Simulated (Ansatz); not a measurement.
**CH₇OPSi: small, medium and large basis sets**

Aim: see how fast density functionals converge with the basis set for CH₇OPSi.

The runs use Ansatz 0.2.0, Gaussian basis; one geometry, several basis sets.

Plan: PBE0-D4/def2-SVP; ωB97M-V/def2-SVP; PBE0-D4/def2-QZVPP; ωB97M-V/def2-QZVPP; the functionals' def2-TZVPP values are taken from earlier runs.

## (1) The geometry

All runs share one geometry, relaxed beforehand with PBE0-D4 in a triple-zeta def2 set.

SMILES `OC[SiH2]P`, 11 atoms, charge 0, spin multiplicity 1.

Atoms are counted from 1 here; the program's logs count them from 0.

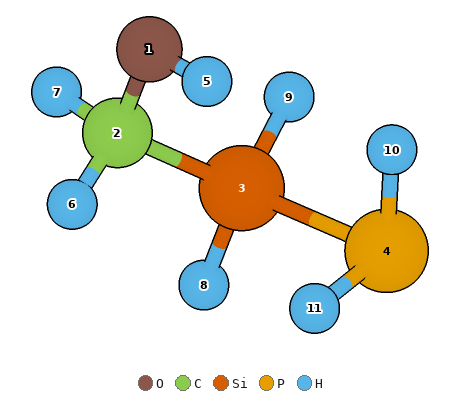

The geometry (oxygen brown, carbon green, silicon orange, phosphorus amber, hydrogen blue); atoms are numbered from 1 in the order of the file.

## (2) PBE0-D4 in def2-SVP

Contents of in.yaml:

```yaml
crystal:
  periodic: [false, false, false]
  atoms:
    - {symbol: O, position_ang: [-1.619097, 0.784607, -0.511571]}
    - {symbol: C, position_ang: [-0.546645, 1.093336, 0.363131]}
    - {symbol: Si, position_ang: [0.452483, -0.430755, 0.884316]}
    - {symbol: P, position_ang: [1.172977, -1.645512, -0.878155]}
    - {symbol: H, position_ang: [-1.259574, 0.330930, -1.279305]}
    - {symbol: H, position_ang: [0.124227, 1.851169, -0.067055]}
    - {symbol: H, position_ang: [-0.993606, 1.544921, 1.253718]}
    - {symbol: H, position_ang: [1.652519, -0.005728, 1.657165]}
    - {symbol: H, position_ang: [-0.371491, -1.342459, 1.721380]}
    - {symbol: H, position_ang: [-0.112327, -1.726811, -1.482740]}
    - {symbol: H, position_ang: [1.565933, -0.510597, -1.640186]}
basis:
  gaussian: {orbitals: def2-SVP}
hamiltonian: {xc: pbe0, dispersion: d4}
output: {orbitals: {seedname: orbitals}}
```

Command:

```
$ ansatz run in.yaml --threads 4 --pin off --events-out ev --progress --plain --max-ram 10444MiB
```

What it wrote:

```text
Functional definition: PBE0
  name "PBE0"
  cite "Adamo & Barone, J. Chem. Phys. 110, 6158 (1999) doi:10.1063/1.478522"
  cite "Perdew, Burke & Ernzerhof, Phys. Rev. Lett. 77, 3865 (1996) doi:10.1103/PhysRevLett.77.3865"
  parent pbe
  parameter a = 0.25
  parameter kappa = 0.804
  parameter beta = 0.06672455060314922
  exchange = (1 - a)*pbe_x(kappa = kappa, mu = beta*pi^2/3) + a*exact_x
  correlation = pbe_c(beta = beta)
1115 factors; their error is unknown
mean field evaluation 1: about -20342.2729 eV, gradient 4.1e1 eV
mean field evaluation 2: about -20339.7912 eV, gradient 5.5e1 eV
mean field evaluation 4: about -20345.8297 eV, gradient 2.3e0 eV
mean field evaluation 8: about -20345.8408 eV, gradient 1.5e-2 eV
mean field evaluation 16: about -20345.9650 eV, gradient 4.9e-5 eV
mean field -20345.96503922 eV, -747.7004242011 hartree, gradient 4.9e-5 eV, S^2 0.000000; 0 other end points of the search recorded, 0 dependent functions left out
reference -20345.96506396 eV, -747.7004251099 hartree; 25, 25 occupied and 74, 74 virtual orbitals, 1115 factors
Total energy: -20346.16671638 eV, -747.7078356997 hartree
```

Run time: 0.65 s. Hardware: 4 threads of INTEL XEON PLATINUM 8581C at 2.10GHz, shared host.

## (3) ωB97M-V in def2-SVP

in.yaml: that of step 2 with these lines changed.

```diff
@@ -16,3 +16,3 @@
   gaussian: {orbitals: def2-SVP}
-hamiltonian: {xc: pbe0, dispersion: d4}
+hamiltonian: {xc: {name: wB97M-V}}
 output: {orbitals: {seedname: orbitals}}
```

The command is unchanged.

What it wrote (excerpt; [...] marks lines left out):

```text
Functional definition: wB97M-V
  name "wB97M-V"
  cite "Mardirossian & Head-Gordon, J. Chem. Phys. 144, 214110 (2016) doi:10.1063/1.4952647"
  cite "Becke, J. Chem. Phys. 107, 8554 (1997) doi:10.1063/1.475007"
  cite "Vydrov & Van Voorhis, J. Chem. Phys. 133, 244103 (2010) doi:10.1063/1.3521275"
  # Of w^i u^j: cxij and so on, Table III.
[...]
  gx(w, u) = 1 - cx + cx01*u + cx10*w
  gss(w, u) = css00 + css04*u^4 + css10*w + css20*w^2 + css43*w^4*u^3
  gos(w, u) = cos00 + cos10*w + (cos20 + cos21*u)*w^2 + (cos60 + cos61*u)*w^6
[...]
      + integral(e_c_pw_mod_opposite_spin*gos(b97_w_opposite, b97_u_opposite)) + vv10(b, c)
1110 factors; their error is unknown
326 factors; integrals over basis functions are off by at most 9.8e-6 eV
[...]
mean field -20353.45957425 eV, -747.9758432831 hartree, gradient 9.0e-5 eV, S^2 0.000000; 0 other end points of the search recorded, 0 dependent functions left out
reference -20353.45961574 eV, -747.9758448080 hartree; 25, 25 occupied and 74, 74 virtual orbitals, 1110 factors
Total energy: -20353.45961574 eV, -747.9758448080 hartree
```

Wall time 1.8 s (4 threads of INTEL XEON PLATINUM 8581C at 2.10GHz, shared host).

## (4) PBE0-D4 in def2-QZVPP

in.yaml: that of step 3 with these lines changed.

```diff
@@ -15,4 +15,4 @@
 basis:
-  gaussian: {orbitals: def2-SVP}
-hamiltonian: {xc: {name: wB97M-V}}
+  gaussian: {orbitals: "def2-QZVPP.json"}
+hamiltonian: {xc: pbe0, dispersion: d4}
 output: {orbitals: {seedname: orbitals}}
```

Launched as before.

What it wrote:

```text
Functional definition: PBE0
  name "PBE0"
  cite "Adamo & Barone, J. Chem. Phys. 110, 6158 (1999) doi:10.1063/1.478522"
  cite "Perdew, Burke & Ernzerhof, Phys. Rev. Lett. 77, 3865 (1996) doi:10.1103/PhysRevLett.77.3865"
  parent pbe
  parameter a = 0.25
  parameter kappa = 0.804
  parameter beta = 0.06672455060314922
  exchange = (1 - a)*pbe_x(kappa = kappa, mu = beta*pi^2/3) + a*exact_x
  correlation = pbe_c(beta = beta)
1554 factors; their error is unknown
mean field evaluation 1: about -20351.0286 eV, gradient 5.2e1 eV
mean field evaluation 2: about -20345.0253 eV, gradient 7.6e1 eV
mean field evaluation 4: about -20356.4562 eV, gradient 4.2e0 eV
mean field evaluation 8: about -20356.4913 eV, gradient 4.2e-2 eV
mean field evaluation 16: about -20356.5113 eV, gradient 3.3e-5 eV
mean field -20356.51125718 eV, -748.0879905623 hartree, gradient 3.3e-5 eV, S^2 0.000000; 0 other end points of the search recorded, 0 dependent functions left out
reference -20356.51129704 eV, -748.0879920273 hartree; 25, 25 occupied and 439, 439 virtual orbitals, 1554 factors
Total energy: -20356.71294946 eV, -748.0954026170 hartree
```

It took 5.5 s on 4 threads of INTEL XEON PLATINUM 8581C at 2.10GHz, shared host; peak memory 1.6 GiB.

## (5) ωB97M-V in def2-QZVPP

in.yaml: that of step 4 with these lines changed.

```diff
@@ -16,3 +16,3 @@
   gaussian: {orbitals: "def2-QZVPP.json"}
-hamiltonian: {xc: pbe0, dispersion: d4}
+hamiltonian: {xc: {name: wB97M-V}}
 output: {orbitals: {seedname: orbitals}}
```

Same command.

What it wrote (excerpt; [...] marks lines left out):

```text
Functional definition: wB97M-V
  name "wB97M-V"
  cite "Mardirossian & Head-Gordon, J. Chem. Phys. 144, 214110 (2016) doi:10.1063/1.4952647"
  cite "Becke, J. Chem. Phys. 107, 8554 (1997) doi:10.1063/1.475007"
  cite "Vydrov & Van Voorhis, J. Chem. Phys. 133, 244103 (2010) doi:10.1063/1.3521275"
  # Of w^i u^j: cxij and so on, Table III.
[...]
  gx(w, u) = 1 - cx + cx01*u + cx10*w
  gss(w, u) = css00 + css04*u^4 + css10*w + css20*w^2 + css43*w^4*u^3
  gos(w, u) = cos00 + cos10*w + (cos20 + cos21*u)*w^2 + (cos60 + cos61*u)*w^6
[...]
      + integral(e_c_pw_mod_opposite_spin*gos(b97_w_opposite, b97_u_opposite)) + vv10(b, c)
1502 factors; their error is unknown
389 factors; integrals over basis functions are off by at most 9.4e-6 eV
[...]
mean field -20364.14925111 eV, -748.3686816621 hartree, gradient 3.2e-5 eV, S^2 0.000000; 0 other end points of the search recorded, 0 dependent functions left out
reference -20364.14931450 eV, -748.3686839917 hartree; 25, 25 occupied and 439, 439 virtual orbitals, 1502 factors
Total energy: -20364.14931450 eV, -748.3686839917 hartree
```

It took 11 s on 4 threads of INTEL XEON PLATINUM 8581C at 2.10GHz, shared host; peak memory 2 GiB.

## (6) Functionals by basis

The def2-TZVPP values come from earlier runs at the same geometry.

```tsv
functional	basis	functions	energy (eV)	from the largest (eV)	HOMO (eV)	LUMO (eV)
PBE0-D4	def2-SVP	99	-20346.1667	10.546	-7.32	0.63
PBE0-D4	def2-TZVPP	244	-20355.9661	0.747	-7.42	0.16
PBE0-D4	def2-QZVPP	464	-20356.7129	0.000	-7.45	-0.09
ωB97M-V	def2-SVP	99	-20353.4596	10.690	-9.49	2.54
ωB97M-V	def2-TZVPP	244	-20363.4368	0.713	-9.59	1.79
ωB97M-V	def2-QZVPP	464	-20364.1493	0.000	-9.62	1.26
```

## (7) Results

| quantity | value |
| --- | --- |
| PBE0-D4: double and triple zeta above quadruple | 10.55, 0.75 eV |
| ωB97M-V: double and triple zeta above quadruple | 10.69, 0.71 eV |

In words: PBE0-D4 gains 9.80 eV from double to triple zeta, then 0.75 eV more. These are total energies; as a rule much of such shifts cancels in differences, which this series doesn't test. The LUMO of ωB97M-V is positive and keeps falling with the basis (2.54 to 1.26 eV): an unbound level that the basis holds in place.

For PBE0-D4 the largest set took about 8 times as long as the smallest (5.5 s against 0.65 s).
